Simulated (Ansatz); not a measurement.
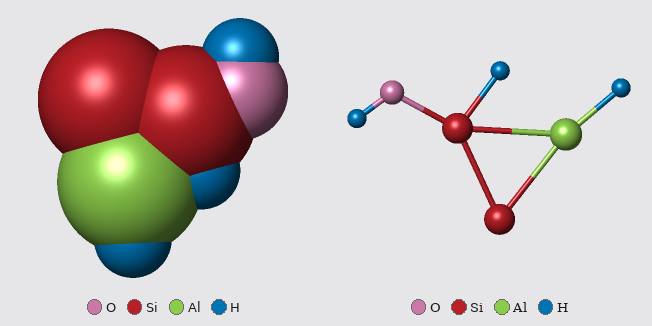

Two views of one molecule.

Identify the structure.

It has 7 atoms: 1 aluminium, 3 hydrogen, 1 oxygen and 2 silicon (AlH3OSi2). This geometry has Cs symmetry. All atoms lie on one plane. Coordination, clear cases only: 1 O bent; 1 Al T-shaped.

The parts below concern this one geometry. Atoms keep their numbers from picture to picture. The geometry was computed by an optimisation with PBE0-D4/def2-TZVP. No frequency run is at hand to confirm it as a minimum.

**Geometry**

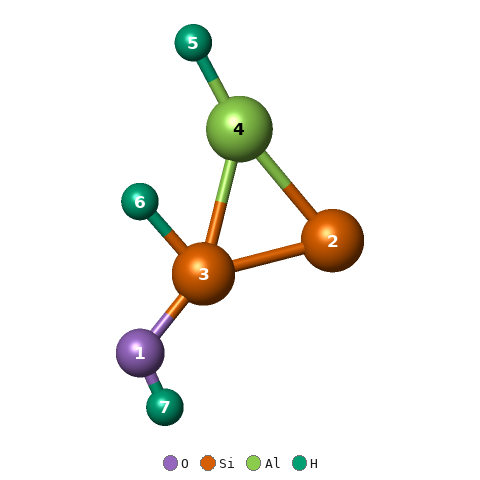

No frequency run is at hand to confirm it as a minimum.

Give the bond lengths.

```json
{"bond": "O1–Si3", "length (Å)": "1.640"}
{"bond": "O1–H7", "length (Å)": "0.961"}
{"bond": "Si2–Si3", "length (Å)": "2.192"}
{"bond": "Si2–Al4", "length (Å)": "2.361"}
{"bond": "Si3–Al4", "length (Å)": "2.393"}
{"bond": "Si3–H6", "length (Å)": "1.567"}
{"bond": "Al4–H5", "length (Å)": "1.583"}
```

**Electronic properties**

No frequency run is at hand to confirm it as a minimum. Level of theory: RKS PBE0-D4/def2-TZVPP (Ansatz 0.2.0).

Estimate the dispersion correction.

Answer. −15.5 kJ/mol.

Estimate the LUMO energy (Kohn–Sham orbital).

Answer. −1.40 eV.

Estimate the HOMO energy (Kohn–Sham orbital).

Answer. −6.15 eV.

**Dipole moment**

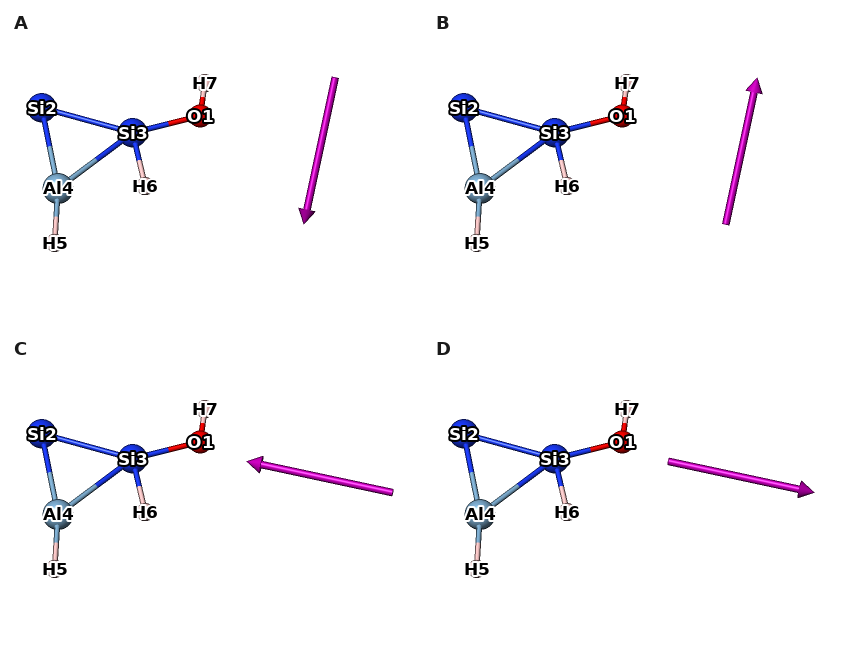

The same molecule four times, each with an arrow. No frequency run is at hand to confirm it as a minimum. Properties computed with RKS PBE0-D4/def2-TZVP (Ansatz 0.2.0).

Which arrow points along the dipole moment, from the negative to the positive end?

Answer. D. The dipole moment is 0.82 D; it points from the side of Si2 to the side of O1, H7 (the outermost atoms at the two ends).

**Charges**

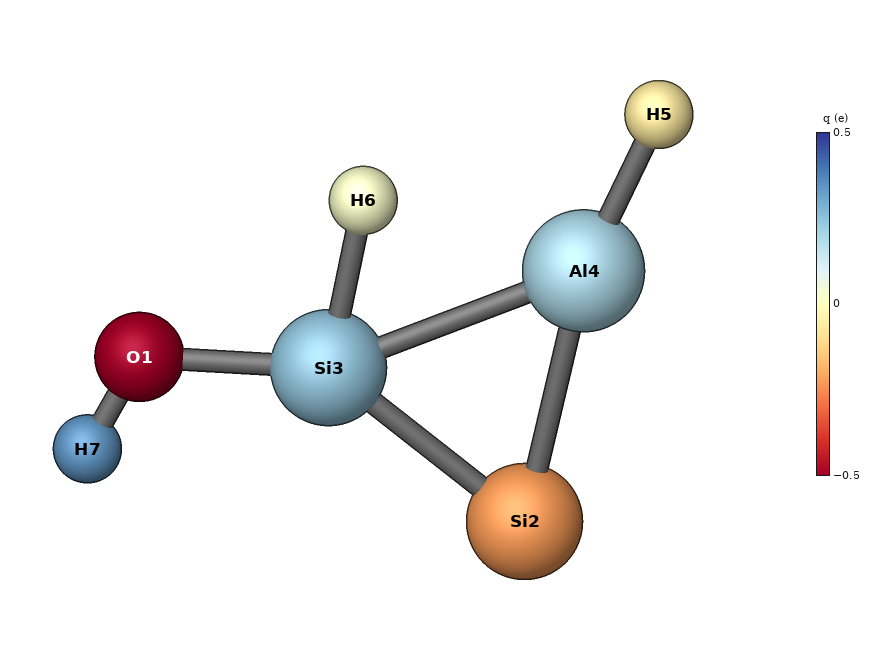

Atoms are coloured by their Mulliken charges. No frequency run is at hand to confirm it as a minimum. Level of theory: RKS PBE0-D4/def2-TZVP (Ansatz 0.2.0).

Give the Mulliken charges atom by atom.

```
atom  value (e)
  O1      −0.50
 Si2      −0.22
 Si3       0.24
 Al4       0.19
  H5      −0.06
  H6       0.02
  H7       0.33
```

Mulliken values depend strongly on the basis set and can even reverse the polarity of a bond.
